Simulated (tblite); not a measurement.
**C$_{3}$H$_{4}$F$_{2}$: energy and gradient calculation**

System: C$_{3}$H$_{4}$F$_{2}$, SMILES FC1CC1F.
Method: GFN1-xTB, U-SCC (tblite 0.8.0).

The geometry comes from this level: PBE0-D4/def2-TZVP.

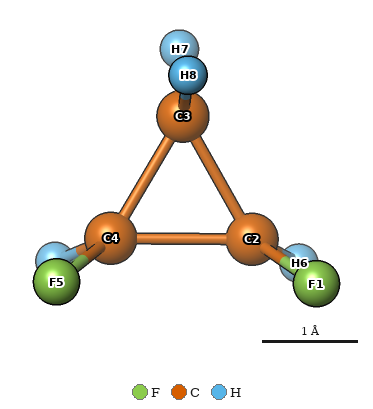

**Figure 1.** The structure as given in the input (ball-and-stick view, seen on its broad side; atoms are numbered from 1 in the order of the input). Bond lengths as drawn: C–C 1.49 Å, C–F 1.36 Å and C–H 1.08 Å.

## Summary

- outcome: converged
- total energy: −18.747274 hartree
- basis functions: 28
- largest force: 0.305 eV/Å
- HOMO: −12.48 eV
- LUMO: −3.71 eV
- dipole moment: 3.52 D
- hardware: 1 thread of Intel Xeon @ 2.50GHz (Skylake/Cascade Lake), 189 GiB of memory available, shared host
- peak memory: 0.068 GiB

## The input (run.py)
```python
import json
import numpy as np
from tblite.interface import Calculator
from tblite.interface import symbols_to_numbers

geometry = """
F     -0.169600     1.608000    -1.012600
C      0.216800     0.825500     0.025400
C      0.580500    -0.591100    -0.284000
C     -0.696000    -0.279700     0.428900
F     -1.848900    -0.425100    -0.270300
H      0.755400     1.385300     0.781900
H      1.394400    -1.070200     0.245000
H      0.461700    -0.872500    -1.323800
H     -0.820200    -0.522400     1.478400
"""
lines = [l.split() for l in geometry.strip().splitlines()]
symbols = [l[0] for l in lines]
numbers = np.array(symbols_to_numbers(symbols))
positions = np.array([l[1:4] for l in lines], float) / 0.5291772

calc = Calculator("GFN1-xTB", numbers, positions, charge=0, uhf=0)
calc.set("verbosity", 0)
calc.set("accuracy", 0.1)
calc.add("spin-polarization", 1.0)
res = calc.singlepoint()

print(f"total energy: {res.get('energy'):.8f} Eh")
eps = np.atleast_2d(res.get("orbital-energies")) * 27.211386
occ = np.atleast_2d(res.get("orbital-occupations"))
filled = occ.sum(axis=0) if eps.shape[0] == 1 else occ[0]
homo = np.nonzero(filled > 0.5)[0].max()
print("  MO   occupation   energy/eV")
for i in range(max(0, homo - 4), min(eps.shape[1], homo + 5)):
    print(f"{i + 1:4d} {filled[i]:10.4f} {eps[0, i]:12.4f}")
mu = res.get("dipole") * 2.541746
print(f"Dipole moment: {np.linalg.norm(mu):.4f} D, components " + " ".join(f"{c:.4f}" for c in mu))
q = res.get("charges")
g = res.get("gradient")
print("atom     charge      dE/dx        dE/dy        dE/dz   (Eh/bohr)")
for i, s in enumerate(symbols):
    print(f"{s:<2}{i + 1:<3} {q[i]:9.4f} {g[i, 0]:12.7f} {g[i, 1]:12.7f} {g[i, 2]:12.7f}")
print(f"gradient norm {np.linalg.norm(g):.6f} Eh/bohr")
out = {k: np.asarray(res.get(k)).tolist() for k in ("energy", "gradient", "charges", "dipole", "orbital-energies", "orbital-occupations")}
out.update(symbols=symbols, positions=(positions * 0.529177210903).tolist())
json.dump(out, open("results.json", "w"))
```

Launch command:
```bash
python run.py
```

## The program's output
```
total energy: -18.74727401 Eh
  MO   occupation   energy/eV
  11     1.0000     -14.6925
  12     1.0000     -14.5553
  13     1.0000     -14.0905
  14     1.0000     -12.9043
  15     1.0000     -12.4769
  16     0.0000      -3.7075
  17     0.0000      -3.5220
  18     0.0000      -3.2703
  19     0.0000      -2.9752
Dipole moment: 3.5247 D, components 2.3292 -1.0346 2.4348
atom     charge      dE/dx        dE/dy        dE/dz   (Eh/bohr)
F 1     -0.2602   -0.0032864    0.0022417   -0.0033018
C 2      0.2104    0.0020260   -0.0020262    0.0007436
C 3     -0.1054    0.0016484    0.0006826    0.0056476
C 4      0.2104    0.0026400   -0.0013401    0.0004987
F 5     -0.2602   -0.0039830    0.0014334   -0.0030248
H 6      0.0391   -0.0006402   -0.0026731    0.0005402
H 7      0.0497    0.0007324   -0.0004721    0.0003625
H 8      0.0771   -0.0015910    0.0010833   -0.0006463
H 9      0.0391    0.0024538    0.0010704   -0.0008198
gradient norm 0.011285 Eh/bohr
```

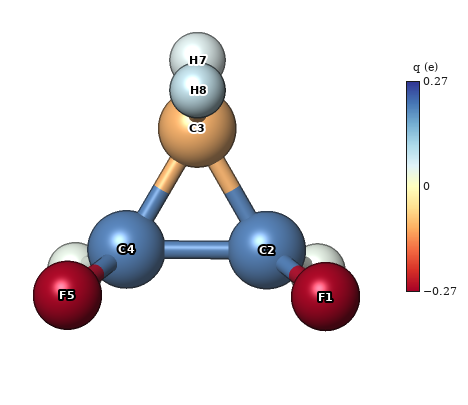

**Figure 2.** Mulliken charges, as the colour of each atom (ball-and-stick view, seen at a tilt; atoms are numbered from 1 in the order of the input). By element: F −0.26, C −0.11 to +0.21 and H +0.04 to +0.08 e.
